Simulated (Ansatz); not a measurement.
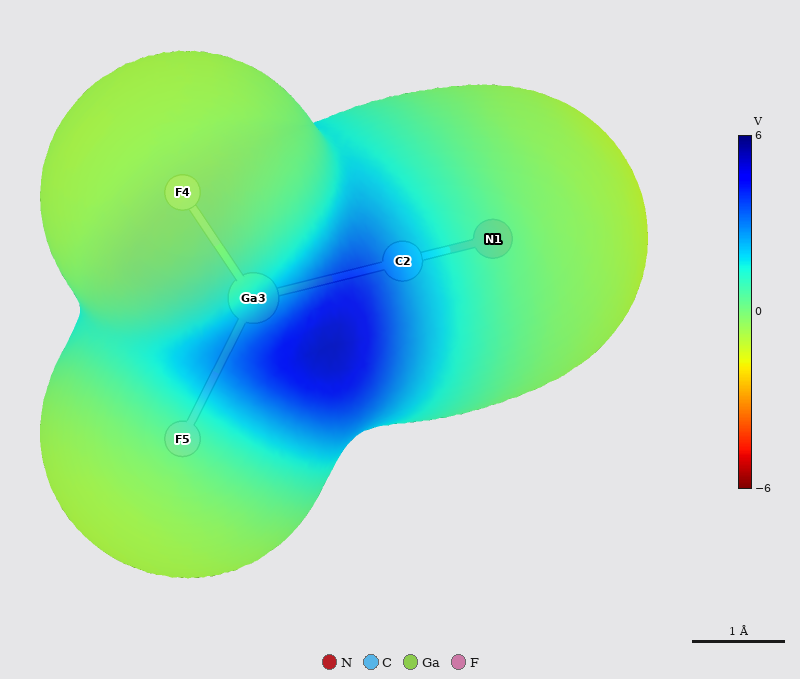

Figure 1: CF2GaN (SMILES N#[C][Ga]([F])[F]). The electrostatic potential painted on the density surface at 0.002 e/bohr³, seen at a tilt; red is negative and blue positive.

Geometry: PBE0-D4/def2-TZVP.

The calculation used RKS PBE0-D4/def2-TZVPP (Ansatz).

The calculation's input:

```
crystal:
  periodic: [false, false, false]
  atoms:
    - {symbol: N, position_ang: [1.399896, -1.381479, 1.434637]}
    - {symbol: C, position_ang: [0.740041, -0.732650, 0.749909]}
    - {symbol: Ga, position_ang: [-0.351032, 0.340241, -0.382939]}
    - {symbol: F, position_ang: [-1.758028, -0.296321, -1.151611]}
    - {symbol: F, position_ang: [0.019024, 1.996610, -0.691494]}
basis:
  gaussian: {orbitals: def2-TZVPP}
hamiltonian: {xc: pbe0, dispersion: d4}
output: {orbitals: {seedname: orbitals}}
```

Run with:

```sh
ansatz run in.yaml --threads 2 --pin off --events-out ev --progress --plain --max-ram 20480MiB --backend cpu
```

Describe the electrostatic potential map.

The most negative region (about −1.3 V, or −30 kcal/mol for a unit charge) lies over N1, the most positive (about +5.0 V, or +115 kcal/mol for a unit charge) over Ga3. N1 is the likeliest acceptor of a hydrogen bond.
